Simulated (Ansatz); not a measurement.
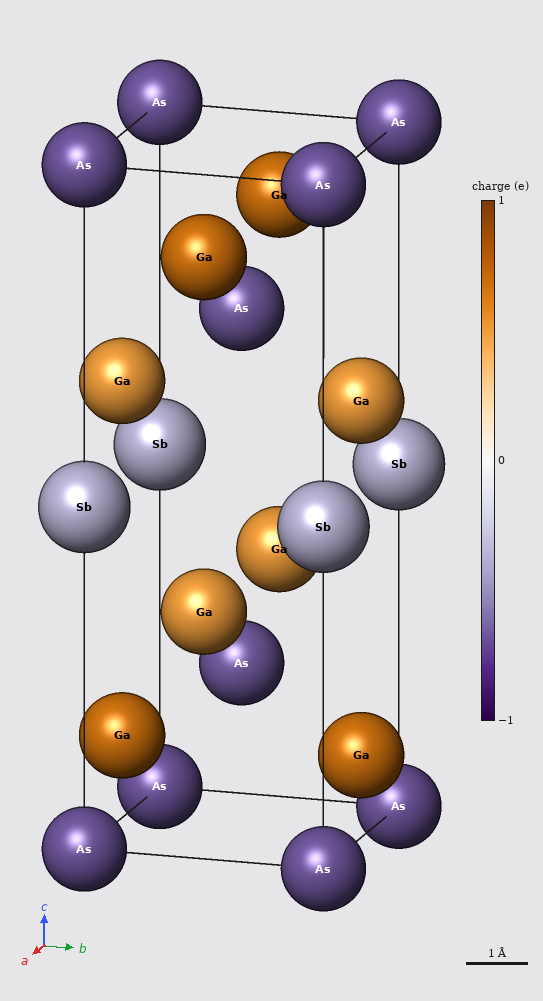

Drawn in the spheres-only manner and seen slightly off an axis. One simulation cell is framed, with atoms on its boundary repeated. The atoms of this Ga$_{4}$SbAs$_{3}$ cell are coloured by their Bader charge.

Calculation details: Ansatz, DFT PBE, scalar-relativistic, plane waves, PAW; a kinetic-energy cutoff of 420 eV, 10×10×4 k-mesh, Gaussian smearing of 0.1 eV, no spin polarisation.

> What do the colours say about charge transfer?

Most positive: Ga; most negative: As. Charges: about Ga +0.5 to +0.7 e; Sb -0.3 e; As -0.7 e.

Source of the structure: a structure type filled with these elements by a generator (whether the compound takes this form wasn't checked). Earlier steps of the study, as a rule a relaxation of our own, may have changed the cell and positions, so they can lie some per cent off the listed ones. It went into a calculation with Ansatz.
